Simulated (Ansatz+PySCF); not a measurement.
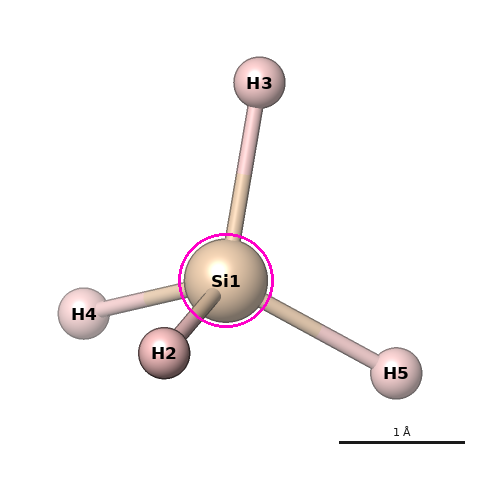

Figure made from data computed with Ansatz+PySCF.

Orthographic view. Distant atoms are faded towards the background colour. Geometry: a fixed input geometry, not necessarily a minimum.

**Name the neighbours of the circled atom.**

The circled atom is Si1; it is bonded to H2, H3, H4, H5.

**Which atom is farthest from the viewer?**

H4, 1.1 Å behind the mean position.

**Which atom is nearest the viewer?**

H2, 1.4 Å in front of the mean position.
